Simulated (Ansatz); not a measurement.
Geometry relaxation of CH₇BFN (part 1 of 2)

The run: geometry relaxation of CH₇BFN. Method and program: RKS BLYP-D4/6-31G* (Ansatz 0.2.0).

It belongs to a series of runs on one base structure; here: end point A relaxed. Figures and captions count atoms from 1; the log counts them from 0 in places.

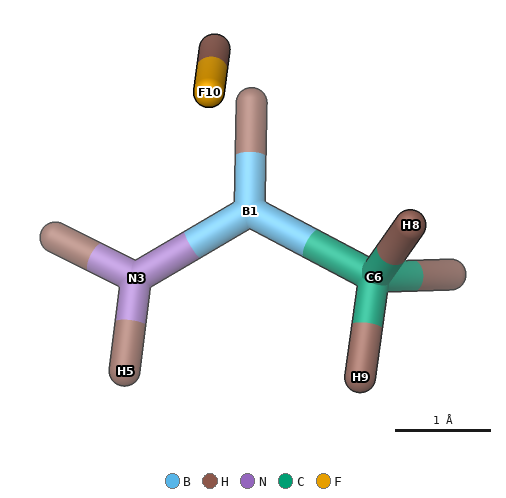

**Figure 1.** The starting structure (stick view, seen at a tilt; atoms are numbered from 1 in the order of the input).

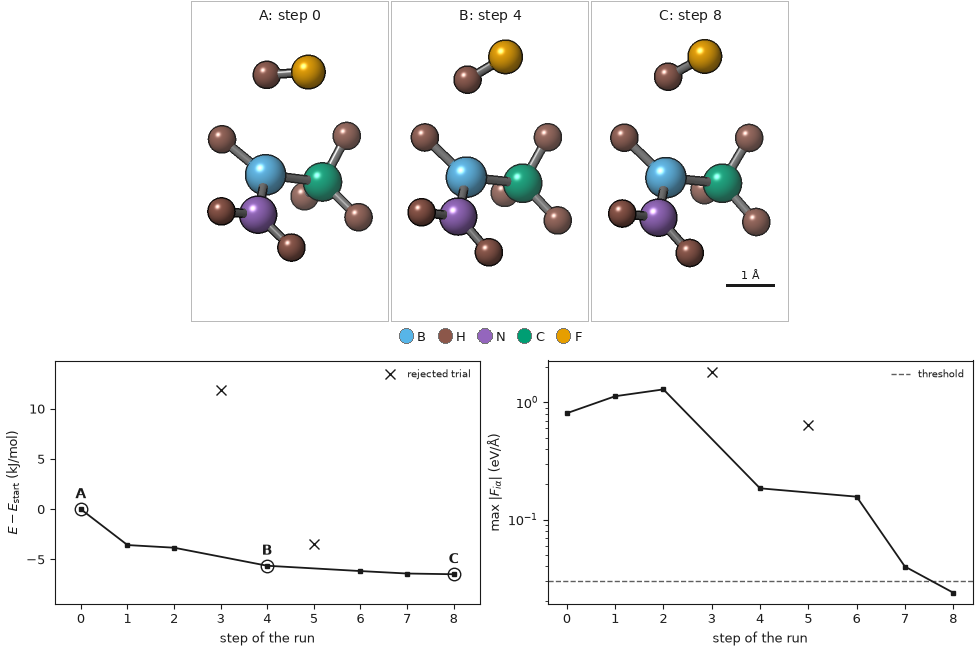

**Figure 2.** Frames of the relaxation (ball-and-stick view, seen at a tilt) above the curves, on which the letters mark them (the first geometry is step 0 here and step 1 in the log).

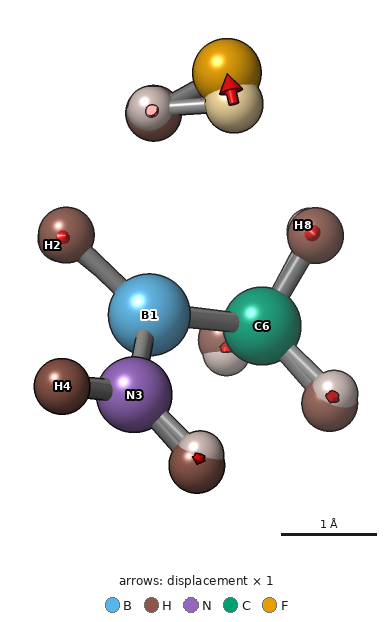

**Figure 3.** Start (faint) and end (solid) with the displacements as red arrows, at true length (ball-and-stick view, seen at a tilt). The two geometries are laid on each other by the best rigid fit. Over 8 geometry steps the energy falls by 6.47 kJ/mol. The largest force component goes from 0.81 to 0.024 eV/Å. The line search rejected the trial steps at points 3, 5 (counted from 0) and went back. The atom that moves furthest after the best rigid fit is F10 (0.35 Å). By element the largest moves are F 0.35 Å, H 0.16 Å, N 0.06 Å, B 0.06 Å, C 0.03 Å. Distances before and after: B1–H2 1.203 → 1.221 Å, F10–H11 0.938 → 0.953 Å, B1–C6 1.582 → 1.576 Å, B1–N3 1.405 → 1.401 Å. (Atoms are counted from 1 in the order of the input.)

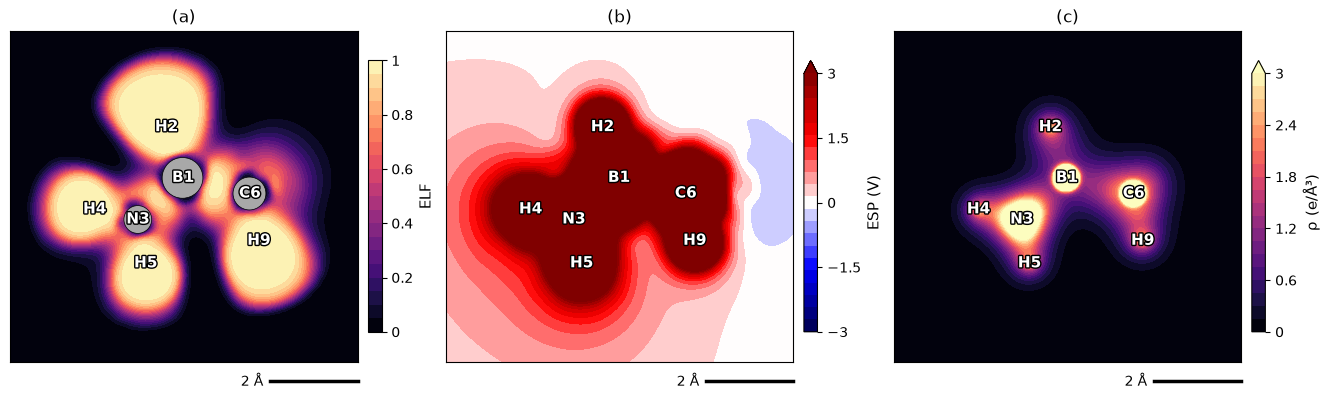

**Figure 4.** (a) ELF; (b) molecular electrostatic potential; (c) total electron density on the plane of atoms N3, B1 and C6. Grey discs, where drawn, cover atomic cores. The potential has no marked negative region in this plane.

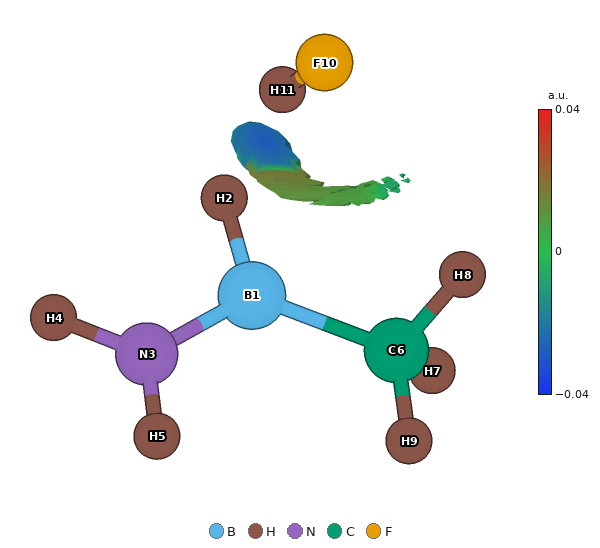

**Figure 5.** Non-covalent interaction (NCI) plot: the surface where the reduced density gradient is 0.5, for densities under 0.05 a.u., coloured by sign(λ₂)ρ; seen at an oblique angle.

These pictures come from the run below.

**Input**
```yaml
crystal:
  periodic: [false, false, false]
  atoms:
    - { symbol: B, position_ang: [0.045946, -0.192133, -0.093975] }
    - { symbol: H, position_ang: [0.087291, -0.537785, 1.057302] }
    - { symbol: "N", position_ang: [1.275186, -0.191267, -0.774001] }
    - { symbol: H, position_ang: [2.174876, -0.355721, -0.327445] }
    - { symbol: H, position_ang: [1.355408, 0.05662, -1.75991] }
    - { symbol: C, position_ang: [-1.339305, 0.039783, -0.821439] }
    - { symbol: H, position_ang: [-1.963466, -0.872811, -0.774397] }
    - { symbol: H, position_ang: [-1.910645, 0.835115, -0.315111] }
    - { symbol: H, position_ang: [-1.239975, 0.320199, -1.885462] }
    - { symbol: F, position_ang: [-0.020718, 2.04977, 1.077508] }
    - { symbol: H, position_ang: [0.088801, 1.250429, 1.55663] }
basis:
  gaussian: { orbitals: "6-31G*" }
hamiltonian:
  xc: blyp
  dispersion: d4
relax:
  f_tol: 0.03
  max_steps: 50
output:
  orbitals: {}
```

Command:
```bash
ansatz run input.yaml --threads 1 --pin off --max-ram 2048MiB --backend cpu --events-out ev --progress --plain --runs-dir out
```

**Log**
```
The last accepted step is kept in [file] (removed where the run ends without a failure and the disk answers)
Engine: ansatz 0.2.0, aarch64-unknown-linux-gnu
Functional definition: BLYP
  parameter beta = 0.0042
  parameter a = 0.04918
  parameter b = 0.132
  parameter c = 0.2533
  parameter d = 0.349
  exchange = b88_x(beta = beta)
  correlation = lyp_c(a = a, b = b, c = c, d = d)
936 factors; their error is unknown
mean field evaluation 1: about -6020.4269 eV, gradient 7.8e1 eV
mean field evaluation 2: about -5996.7420 eV, gradient 1.2e2 eV
mean field evaluation 4: about -6032.7312 eV, gradient 7.7e0 eV
mean field evaluation 8: about -6032.8607 eV, gradient 1.6e-1 eV
mean field evaluation 16: about -6032.8065 eV, gradient 1.0e-4 eV
mean field -6032.80648622 eV, -221.7015491855 hartree, gradient 2.3e-5 eV, S^2 0.000000; 0 other end points of the search recorded, 0 dependent functions left out
the calculation of the forces begins
reference -6032.80673752 eV, -221.7015584206 hartree; 17, 17 occupied and 57, 57 virtual orbitals, 936 factors
relax step   1: F+E_penalty+E_count = -6033.12259108 eV  Δ(F+E_penalty+E_count) = +0.000e0 eV  max|allowed force component| = 8.080e-1 eV/Å  Δτ_max = 0.0000 Å  (27 SCF iters, accepted)
these checks for a lower state are left out or cut short: starts, cluster_reference, orbital_swaps, neighbouring_geometries, increment
936 factors; their error is unknown
mean field -6032.85120869 eV, -221.7031927060 hartree, gradient 1.0e-5 eV, S^2 0.000000; 0 other end points of the search recorded, 0 dependent functions left out
the calculation of the forces begins
reference -6032.85146146 eV, -221.7032019950 hartree; 17, 17 occupied and 57, 57 virtual orbitals, 936 factors
relax step   2: F+E_penalty+E_count = -6033.15950750 eV  Δ(F+E_penalty+E_count) = -3.692e-2 eV  max|allowed force component| = 1.128e0 eV/Å  Δτ_max = 0.1918 Å  (34 SCF iters, accepted)
these checks for a lower state are left out or cut short: starts, cluster_reference, orbital_swaps, neighbouring_geometries, increment
936 factors; their error is unknown
mean field evaluation 32: about -6032.8576 eV, gradient 2.6e-5 eV
mean field -6032.85763855 eV, -221.7034289991 hartree, gradient 2.6e-5 eV, S^2 0.000000; 0 other end points of the search recorded, 0 dependent functions left out
the calculation of the forces begins
reference -6032.85789420 eV, -221.7034383937 hartree; 17, 17 occupied and 57, 57 virtual orbitals, 936 factors
relax step   3: F+E_penalty+E_count = -6033.16224917 eV  Δ(F+E_penalty+E_count) = -2.742e-3 eV  max|allowed force component| = 1.290e0 eV/Å  Δτ_max = 0.1917 Å  (27 SCF iters, accepted)
these checks for a lower state are left out or cut short: starts, cluster_reference, orbital_swaps, neighbouring_geometries, increment
936 factors; their error is unknown
mean field -6032.69181549 eV, -221.6973351137 hartree, gradient 1.0e-5 eV, S^2 0.000000; 0 other end points of the search recorded, 0 dependent functions left out
the calculation of the forces begins
reference -6032.69206449 eV, -221.6973442643 hartree; 17, 17 occupied and 57, 57 virtual orbitals, 936 factors
relax step   4: F+E_penalty+E_count = -6032.99953122 eV  Δ(F+E_penalty+E_count) = +1.627e-1 eV  max|allowed force component| = 1.831e0 eV/Å  Δτ_max = 0.1868 Å  (35 SCF iters, rejected (line search))
these checks for a lower state are left out or cut short: starts, cluster_reference, orbital_swaps, neighbouring_geometries, increment
936 factors; their error is unknown
mean field -6032.87458456 eV, -221.7040517533 hartree, gradient 9.5e-6 eV, S^2 0.000000; 0 other end points of the search recorded, 0 dependent functions left out
the calculation of the forces begins
reference -6032.87483904 eV, -221.7040611053 hartree; 17, 17 occupied and 57, 57 virtual orbitals, 936 factors
relax step   5: F+E_penalty+E_count = -6033.18085757 eV  Δ(F+E_penalty+E_count) = -1.861e-2 eV  max|allowed force component| = 1.847e-1 eV/Å  Δτ_max = 0.0732 Å  (29 SCF iters, accepted)
these checks for a lower state are left out or cut short: starts, cluster_reference, orbital_swaps, neighbouring_geometries, increment
936 factors; their error is unknown
mean field -6032.84894004 eV, -221.7031093345 hartree, gradient 2.2e-5 eV, S^2 0.000000; 0 other end points of the search recorded, 0 dependent functions left out
the calculation of the forces begins
reference -6032.84919258 eV, -221.7031186151 hartree; 17, 17 occupied and 57, 57 virtual orbitals, 936 factors
relax step   6: F+E_penalty+E_count = -6033.15798149 eV  Δ(F+E_penalty+E_count) = +2.288e-2 eV  max|allowed force component| = 6.444e-1 eV/Å  Δτ_max = 0.0954 Å  (27 SCF iters, rejected (line search))
these checks for a lower state are left out or cut short: starts, cluster_reference, orbital_swaps, neighbouring_geometries, increment
936 factors; their error is unknown
mean field -6032.88034398 eV, -221.7042634081 hartree, gradient 8.5e-6 eV, S^2 0.000000; 0 other end points of the search recorded, 0 dependent functions left out
the calculation of the forces begins
reference -6032.88059822 eV, -221.7042727512 hartree; 17, 17 occupied and 57, 57 virtual orbitals, 936 factors
relax step   7: F+E_penalty+E_count = -6033.18634607 eV  Δ(F+E_penalty+E_count) = -5.489e-3 eV  max|allowed force component| = 1.568e-1 eV/Å  Δτ_max = 0.0465 Å  (29 SCF iters, accepted)
these checks for a lower state are left out or cut short: starts, cluster_reference, orbital_swaps, neighbouring_geometries, increment
936 factors; their error is unknown
mean field evaluation 64: about -6032.9365 eV, gradient 1.4e-2 eV
mean field -6032.88324886 eV, -221.7043701605 hartree, gradient 8.6e-6 eV, S^2 0.000000; 0 other end points of the search recorded, 0 dependent functions left out
the calculation of the forces begins
reference -6032.88350317 eV, -221.7043795063 hartree; 17, 17 occupied and 57, 57 virtual orbitals, 936 factors
```
